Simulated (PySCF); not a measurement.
# WO3 (tungsten trioxide) at 4 levels

Aim: a comparison of 4 runs (B2PLYP/def2-SVPD, wB97M-V/def2-SVPD, wB97X/def2-SVPD, SCS-MP2/def2-SVPD) of WO3 (tungsten trioxide). 

The results are computed with PySCF 2.14.0.

1 further run of the same task is left out (set aside as unsound or not needed).

## 1. The molecule

The species is WO3 (4 atoms), meant as a singlet with charge 0. As SMILES, `[O]=[W](=[O])=[O]`. One bond was lengthened or shortened from a relaxed shape.

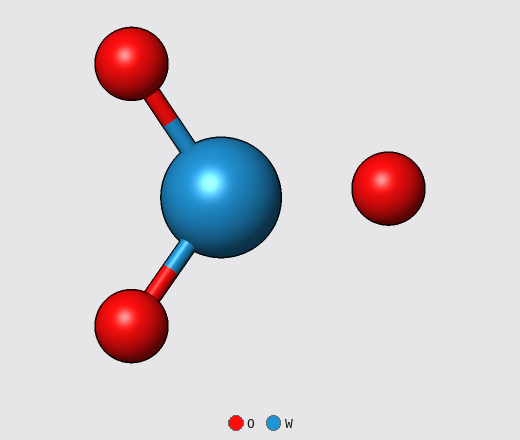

The structure, seen from a chosen angle (oxygen red, tungsten blue).

## 2. A single-point energy at B2PLYP/def2-SVPD (core potential) (run 1)

File job.py:

```python
from pyscf import gto, dft, mp

system = gto.M(
    atom='''
O     -1.264147     0.988510     3.147560
W     -1.507733    -0.048761     0.085826
O      2.025219    -2.160524    -0.819952
O     -1.594283     2.568888    -1.824876
''',
    max_memory=1860,
    basis='def2-svpd',
    spin=0,
    ecp={'W': 'def2-svp'},
    unit='bohr',
    verbose=4,
)

calc0 = dft.RKS(system)
calc0.xc = '0.53*HF + 0.47*B88, 0.73*LYP'
calc0.grids.level = 5
calc0.conv_tol = 1e-10
calc0.kernel()
if not calc0.converged:
    calc0 = calc0.newton().run(calc0.mo_coeff, calc0.mo_occ)

pt = mp.MP2(calc0, frozen=3).run()
e_tot = calc0.e_tot + 0.27 * pt.e_corr
print('PT2 part  %.8f' % (0.27 * pt.e_corr))
print('E = %.10f Eh' % e_tot)
```

Run with:

```
$ OMP_NUM_THREADS=1 python job.py
```

What it wrote:

```text
PySCF version 2.14.0

[... 96 lines left out ...]
converged SCF energy = -291.884066578011
[... 1 line left out ...]
******** <class 'pyscf.mp.mp2.RMP2'> ********
nocc = 16, nmo = 101
frozen orbitals 3
E(RMP2) = -293.342245183984  E_corr = -1.45817860597236
E(SCS-RMP2) = -293.245373530766  E_corr = -1.36130695275505
E_corr(same-spin) = -0.4482777397059
E_corr(oppo-spin) = -1.00990086626646
PT2 part  -0.39370822
E = -292.2777748016 Eh
```

Wall time 31 s (1 thread of Intel Xeon at 2.70GHz, shared host); peak memory 0.53 GiB.

## 3. A single-point energy at wB97M-V/def2-SVPD (core potential) (run 2)

File run.py:

```python
from pyscf import gto, dft

system = gto.M(
    atom=[
    ('O', (-0.668958, 0.523097, 1.665617)),
    ('W', (-0.797858, -0.025803, 0.045417)),
    ('O', (1.071700, -1.143300, -0.433900)),
    ('O', (-0.843658, 1.359397, -0.965683)),
],
    ecp={'W': 'def2-svp'},
    basis='def2-svpd',
    spin=0,
    verbose=3,
    max_memory=1860,
)

mf = dft.RKS(system)
mf.xc = 'wb97m-v'
mf.grids.level = 5
mf.conv_tol = 1e-10
mf.nlcgrids.level = 1
mf.kernel()
if not mf.converged:
    mf = mf.newton().run(mf.mo_coeff, mf.mo_occ)

e_final = mf.e_tot
print('E(%s) = %.9f' % ('WB97M-V', e_final))
```

Run with:

```
$ OMP_NUM_THREADS=1 python run.py
```

What it wrote:

```text
converged SCF energy = -292.389063074991
E(WB97M-V) = -292.389063075
```

It took 2 min on 1 thread of Intel Xeon at 2.70GHz, shared host; peak memory 0.59 GiB.

Run 3 isn't shown in full; the table further down has it.

## 4. The energy at SCS-MP2/def2-SVPD (core potential) (run 4)

File start.xyz:

```xyz
4

O     -0.668958     0.523097     1.665617
W     -0.797858    -0.025803     0.045417
O      1.071700    -1.143300    -0.433900
O     -0.843658     1.359397    -0.965683
```

File job.py:

```python
from pyscf import gto, scf, mp

mol = gto.Mole()
mol.atom = 'start.xyz'
mol.spin = 0
mol.verbose = 3
mol.basis = 'def2-svpd'
mol.max_memory = 1860
mol.ecp = {'W': 'def2-svp'}
mol.build()

hf = scf.RHF(mol)
hf.conv_tol = 1e-10
hf.kernel()
if not hf.converged:
    hf = hf.newton().run(hf.mo_coeff, hf.mo_occ)

pt = mp.MP2(hf, frozen=3).run()
e_tot = hf.e_tot + 1.2 * pt.e_corr_os + pt.e_corr_ss / 3
print(f'total energy: {e_tot:.8f} hartree')
```

Run with:

```
$ OMP_NUM_THREADS=1 python job.py
```

What it wrote:

```text
converged SCF energy = -290.649061213117
E(RMP2) = -291.715066426786  E_corr = -1.06600521366858
E(SCS-RMP2) = -291.647823460026  E_corr = -0.998762246909323
total energy: -291.64782346 hartree
```

Wall time 4.8 s (1 thread of Intel Xeon at 2.70GHz, shared host); peak memory 0.3 GiB.

## 5. The series

```tsv
run	level	frozen core orbitals	nlc grid	energy (Eh)	dipole moment (D) of the reference	HOMO energy (eV)	LUMO energy (eV)	wall time
1	B2PLYP/def2-SVPD (core potential)	3	–	-292.277775	6.44	-9.18	-4.58	31 s
2	wB97M-V/def2-SVPD (core potential)	–	1	-292.389063	6.40	-10.29	-3.70	2 min
3	wB97X/def2-SVPD (core potential)	–	–	-292.485338	6.46	-10.32	-3.60	45 s
4	SCS-MP2/def2-SVPD (core potential)	3	–	-291.647823	6.96	-10.73	-2.64	4.8 s
```

## 6. What came out

```
                                          quantity          value
                               run 4: total energy  -291.64782 Eh
       run 4: dipole moment (Hartree–Fock density)         6.96 D
        run 4: HOMO energy (Hartree–Fock orbitals)      -10.73 eV
        run 4: LUMO energy (Hartree–Fock orbitals)       -2.64 eV
      run 4: HOMO–LUMO gap (Hartree–Fock orbitals)        8.08 eV
run 4: correlation energy (3 core orbitals frozen)     -998.8 mEh
```

Over runs 1, 2, 3 the dipole moment (its size) runs from 6.40 D (wB97M-V/def2-SVPD) to 6.46 D (wB97X/def2-SVPD). Over runs 1, 2, 3 the HOMO–LUMO gap runs from 4.60 eV (B2PLYP/def2-SVPD) to 6.72 eV (wB97X/def2-SVPD). A double hybrid's value is that of its SCF part. Totals of different functionals can't be ranked against each other. All runs together took 3.3 min, the longest 2 min.
